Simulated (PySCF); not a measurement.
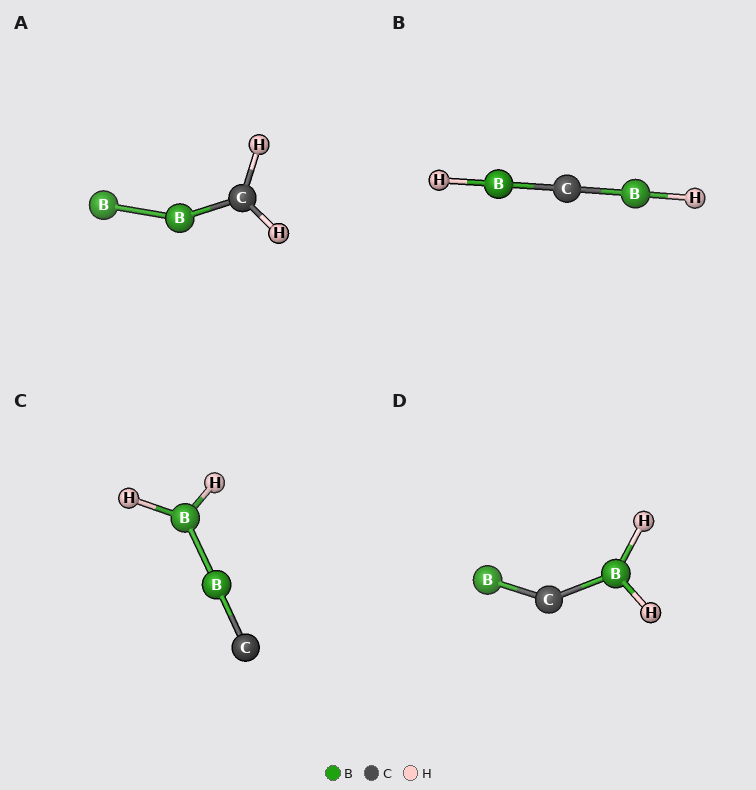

4 stationary structures of one formula. Geometries: PBE-D4/def2-SVP. Electronic energies: PBE-D4/def2-SVP (PySCF 2.14.0), without zero-point energy. No frequency run is at hand to confirm each as a minimum.

Which is lowest in energy, and by how much?

Answer. B is lowest (D∞h); A lies 349.3 kJ/mol above it (Cs), D lies 360.3 kJ/mol above it (Cs), C lies 491.0 kJ/mol above it.
